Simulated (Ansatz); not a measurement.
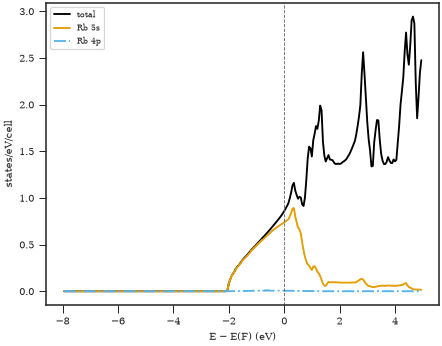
Fig. 1. Total and projected density of states of Rb (bcc (W type), Im-3m), plane-wave PAW r²SCAN (Ansatz code)

**Question.** Which orbitals carry the states next to the Fermi level?

**Answer.** Within 0.5 eV of the Fermi level: Rb 5s 84 %, outside the projected shells 16 %. Projections are on Löwdin-orthogonalised atomic valence shells; empty p or d shells of many metals are not among them.

Symmetry was held in the r²SCAN relaxation; phonons on a q-mesh show no instability. Scalar-relativistic: spin–orbit coupling is off unless named, which matters more the heavier the elements.

Potentials: the later of the program's two PAW sets.
